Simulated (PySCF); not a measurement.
```yaml
atoms:
  - { symbol: N, position_ang: [3.0723, -0.9595, -1.6801] }
  - { symbol: C, position_ang: [2.1986, -0.4386, -1.1479] }
  - { symbol: C, position_ang: [1.1210, 0.1900, -0.5188] }
  - { symbol: C, position_ang: [0.9829, 0.9944, 0.5498] }
  - { symbol: C, position_ang: [-0.5297, 1.0537, 0.4447] }
  - { symbol: C, position_ang: [-1.1573, -0.0688, 1.1829] }
  - { symbol: C, position_ang: [-1.0228, -1.0265, 0.0594] }
  - { symbol: F, position_ang: [-2.2255, -1.4598, -0.4729] }
  - { symbol: C, position_ang: [-0.3640, 0.1028, -0.7769] }
  - { symbol: H, position_ang: [1.6612, 1.3989, 1.2774] }
  - { symbol: H, position_ang: [-1.0016, 2.0327, 0.4363] }
  - { symbol: H, position_ang: [-1.5389, -0.1646, 2.1777] }
  - { symbol: H, position_ang: [-0.4285, -1.9380, 0.2115] }
  - { symbol: H, position_ang: [-0.7683, 0.2828, -1.7653] }
```

Geometry: GFN2-xTB.

Level of theory: UKS B3LYP, pcH-1 on C F H N, non-relativistic, mean-field spin-orbit, GIAO (PySCF).

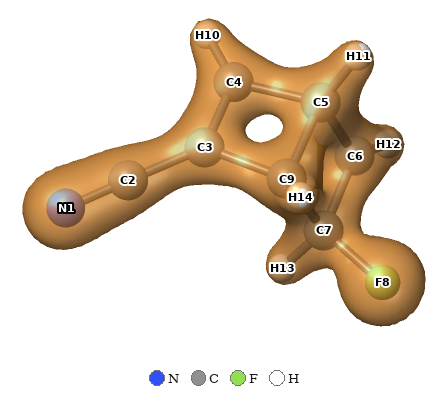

C7H5FN (doublet). Isosurface of the total electron density at 1 e/Å³ (orange), seen at a tilt.

Which contacts does the surface bridge?

At this value the surface is in one piece. It bridges the sampled C–N (1.15 Å), C–C (1.34 Å), C–F (1.38 Å) and C–H (1.07 Å) contacts, where the density stays above the isovalue. On the grid the lowest density along these lines, outside the cores, is 3.3 e/Å³ (C–N, 1.15 Å), 2.3 e/Å³ (C–C, 1.34 Å), 1.6 e/Å³ (C–F, 1.38 Å) and 2 e/Å³ (C–H, 1.07 Å).
